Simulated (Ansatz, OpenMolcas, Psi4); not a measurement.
## Predicting a hybrid from its neighbours: RbCl

RbCl: 2 atoms, total charge 0, spin state singlet. SMILES: `[Cl][Rb]`. Geometry: relaxed at PBE0-D4/def2-TZVP.

The HOMO–LUMO gap y, in eV, basis def2-TZVPP with a core potential; a is the functional's share of exact exchange. Programs: Ansatz 0.2.0, OpenMolcas 26.06, Psi4 1.11.

| functional | program | a | y (eV) |
| --- | --- | --- | --- |
| TPSS | OpenMolcas | 0 | 2.88 |
| BLYP | Ansatz | 0 | 2.53 |
| TPSSh | Psi4 | 0.1 | 3.56 |
| B3LYP | Ansatz | 0.2 | ? |
| r2SCAN0 | Ansatz | 0.25 | 5.06 |
| PBE0 | Ansatz | 0.25 | 4.46 |
| BHLYP | Ansatz | 0.5 | 5.87 |

Fit y = c + s·a to the known rows and predict B3LYP.


1. Means of the 6 rows: a = 0.1833, y = 4.060.
2. Σ(Δa)² = 0.18333, Σ(Δa·Δy) = 1.205, so the slope is 1.205/0.18333 = 6.5728.
3. Intercept: 4.060 − (6.5728) × 0.1833 = 2.855. The largest residual of the fit is 0.56.
4. B3LYP: 2.855 + (6.5728) × 0.2 = 4.17 eV.

The run gave 3.95 eV, so the prediction is off by +0.22 eV, within the largest residual. Exact exchange lowers occupied levels and raises empty ones. The rows mix families of semi-local functionals, which the line can't see.

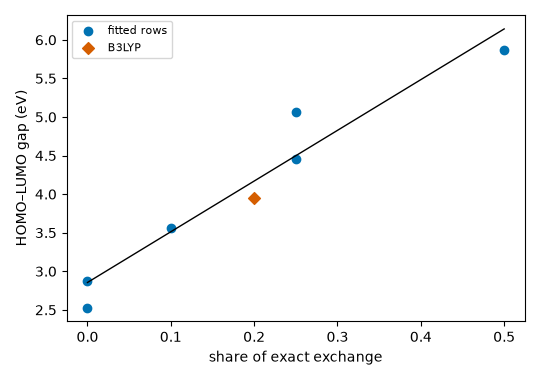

The fitted line, with the withheld row.
